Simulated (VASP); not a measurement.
Band structure of TiO2 (space group P4_2/mnm). These are PBE GGA with D3 dispersion (Becke-Johnson damping) with spin-orbit coupling, VASP's PBE PAW potentials (set 64) (plane waves; VASP 6.6.1) values and carry that method's errors.

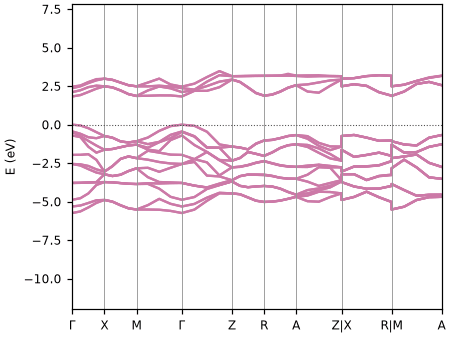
Bands along high-symmetry lines, zero at the valence-band maximum or, without a gap, the Fermi level

Question: Read the plot: is there a gap, and where are the band edges?

Answer: The gap is direct, 1.83 eV, from the valence maximum at Γ to the conduction minimum at Γ.

The structure comes from a measured TiO2 entry (P4_2/mnm) of the Crystallography Open Database, whose conditions weren't checked. It was relaxed first.
